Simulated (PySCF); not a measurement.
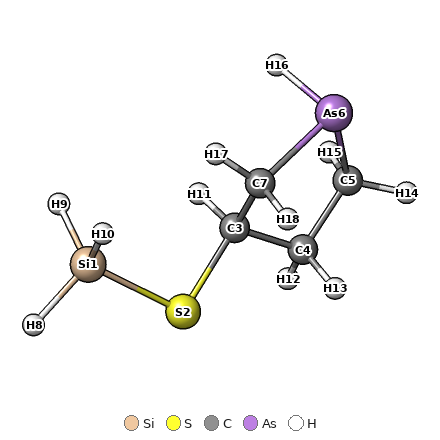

C₄H₁₁AsSSi, SMILES [SiH3]S[C@@H]1CC[AsH]C1. Vertical core-electron binding energies by ΔSCF (SCAN, pcX-2 on the ionised atom, pcseg-1 elsewhere, spin-free X2C; PySCF 2.14.0, at a PBE0-D3(BJ)/def2-SVP geometry (no frequency check)), gas phase, against the vacuum level. One atom of each kind was ionised; within a panel, areas follow the number of like atoms and 2j + 1 (2p levels are split by first-order spin-orbit coupling, an approximation), each panel is scaled alone, Gaussians of 1.0 eV full width. Only the regions named are shown. Lines closer than the width merge in the curve.

Question: Predict the C 1s, Si 2p and S 2p photoelectron lines.

Answer:
| level | atoms | binding energy (eV) |
| --- | --- | --- |
| C 1s | C3 | 291.3 |
| C 1s | C4 | 290.7 |
| C 1s | C7 | 290.4 |
| C 1s | C5 | 290.4 |
| Si 2p1/2 | Si1 | 107.6 |
| Si 2p3/2 | Si1 | 107.0 |
| S 2p1/2 | S2 | 169.8 |
| S 2p3/2 | S2 | 168.6 |

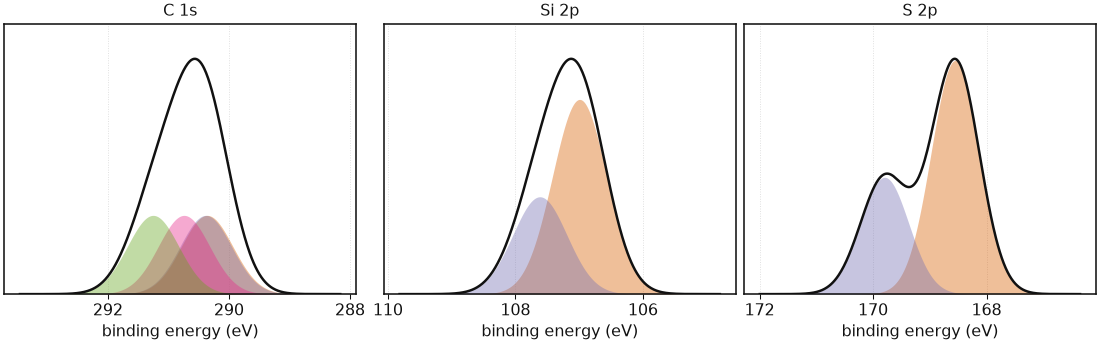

Note: one conformer of a flexible molecule.
